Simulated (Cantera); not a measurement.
Input: 1 mol Cu, 0.0062 mol O₂, 17 mol H₂, held at 13300 Pa.

Method: chemical equilibrium by Gibbs-energy minimisation in Cantera with the NASA 1993 tables (ideal gas, pure condensed phases). Candidate condensed phases: Cu, CuO, Cu(OH)₂, Cu₂O, H₂O; 12 gas species. Kinetics and transport are ignored.

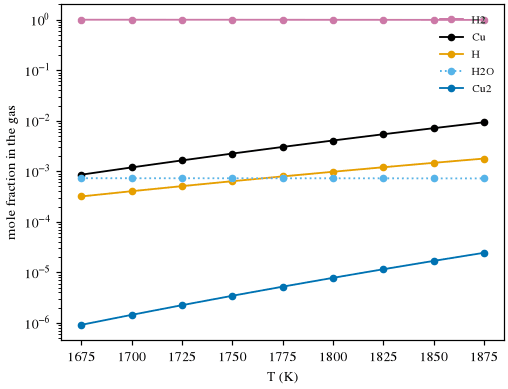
Equilibrium gas composition (values under 1e-9 drawn at 1e-9)

From 1675 K to 1875 K the condensed part is Cu(l). The main Cu-bearing gas is Cu throughout. The share of Cu in condensed phases is highest at 1675 K (98.5 %) and lowest at 1875 K (83.9 %).
